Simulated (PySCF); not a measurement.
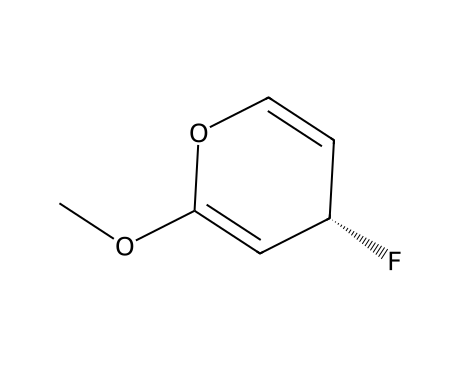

Skeletal drawing of a molecule.

**Write the SMILES.**

COC1=C[C@@H](F)C=CO1

**What is the molecular formula?**

C6H7FO2.

**An optimisation with GFN2-xTB gave a structure of which point group?**

C1.

More results for the same structure follow; atom numbers are the same in all pictures, views and colours differ. Computed geometry: GFN2-xTB optimisation. No frequency run is at hand to confirm it as a minimum.

## Shape

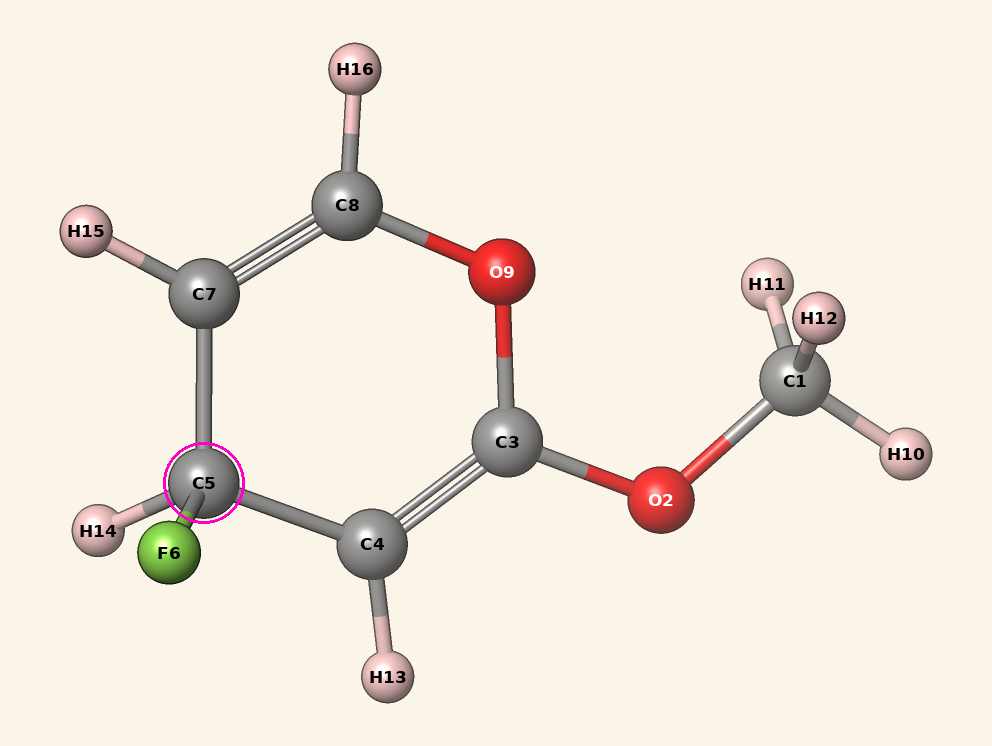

Distant atoms are faded towards the background colour. Circles mark the stereogenic atoms. No frequency run is at hand to confirm it as a minimum.

**What are the Cahn–Ingold–Prelog descriptors?**

C5: S (priorities F6 > C4 > C7 > H14).

## NMR shielding

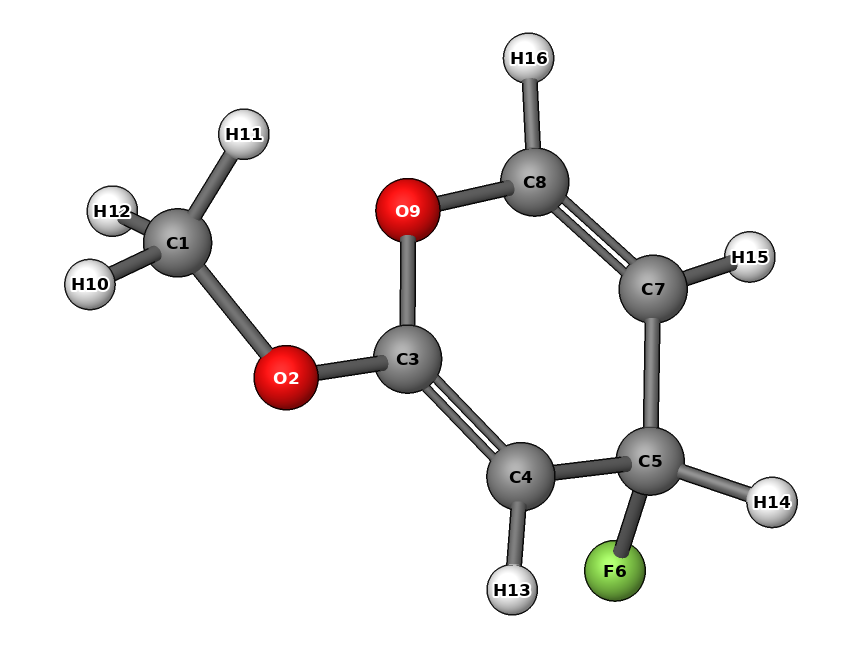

The questions are on isotropic NMR shieldings of the C atoms. No frequency run is at hand to confirm it as a minimum. Method: GIAO PBE0/pcSseg-1 NMR shielding, non-relativistic, gas phase (PySCF 2.14.0).

List the isotropic NMR shieldings of the C atoms.

```
atom  σ (ppm)
  C1    132.3
  C3     20.5
  C4    105.3
  C5    103.2
  C7     75.9
  C8     38.1
```

## Electronic properties

No frequency run is at hand to confirm it as a minimum. Method: PBE0/def2-SVPD, gas phase (PySCF 2.14.0). Excitations: vertical, linear response.

What does the calculation give?

- dipole moment: 3.30 D
- HOMO energy (Kohn–Sham orbital): −6.69 eV
- LUMO energy (Kohn–Sham orbital): −0.08 eV
- HOMO–LUMO gap: 6.61 eV
- mean static polarisability: 78.4 bohr³
- lowest vertical singlet excitation: 5.54 eV
- its oscillator strength: 0.031
- brightest of the 6 lowest singlets: 6.43 eV
- its oscillator strength: 0.05

## Charges

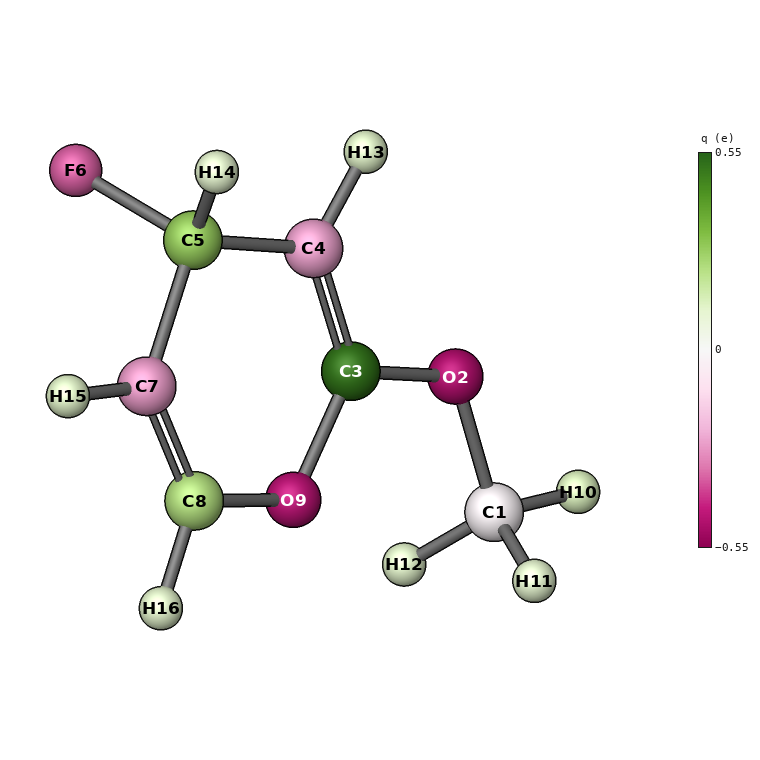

Atoms are coloured by their Mulliken charges. No frequency run is at hand to confirm it as a minimum. Method: PBE0/pcSseg-1, gas phase (PySCF 2.14.0).

Give the Mulliken charges atom by atom.

```
atom  value (e)
  C1      −0.03
  O2      −0.48
  C3       0.51
  C4      −0.25
  C5       0.28
  F6      −0.35
  C7      −0.27
  C8       0.23
  O9      −0.46
 H10       0.13
 H11       0.11
 H12       0.11
 H13       0.12
 H14       0.11
 H15       0.12
 H16       0.12
```

## Ring current

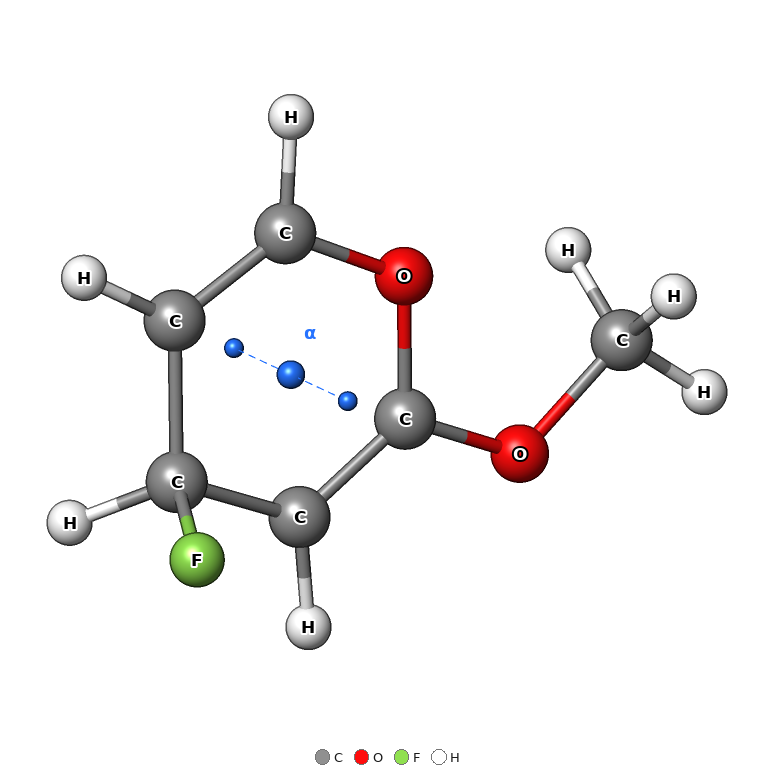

The small points mark where nucleus-independent chemical shifts (NICS) were computed: at the centre of each lettered ring and 1 Å above and below it. No frequency run is at hand to confirm it as a minimum. Method: GIAO PBE0/pcSseg-1 NMR shielding, non-relativistic, gas phase (PySCF 2.14.0).

Give NICS(0), NICS(1) and the out-of-plane component NICS(1)zz for each ring (means of the two sides).

```tsv
ring	members	NICS(0)	NICS(1)	NICS(1)zz
α	C5O	−2.2	−3.4	−3.4
```

Values in ppm.

**What do the values say about the ring currents?**

Ring α: weak, as in a non-aromatic ring. NICS is one index among several.

Mulliken values depend strongly on the basis set and can even reverse the polarity of a bond.
